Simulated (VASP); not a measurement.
Band structure of YP (relaxed from the CsCl type structure, space group Pm-3m). All values below come from PBEsol GGA, VASP's PBE PAW potentials (set 64) (plane waves; VASP).

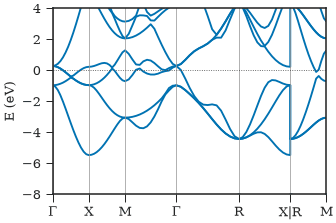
Bands along high-symmetry lines, zero at the valence-band maximum or, without a gap, the Fermi level

### Question
Read the plot: is there a gap, and where are the band edges?

### Answer
It has no gap at this level: it comes out as a metal or semimetal. (Edges off the drawn lines would not show.)

The structure was generated: YP was put into the CsCl type type (Pm-3m), which need not be its known phase. It was relaxed first, which changed the volume by -30 %.
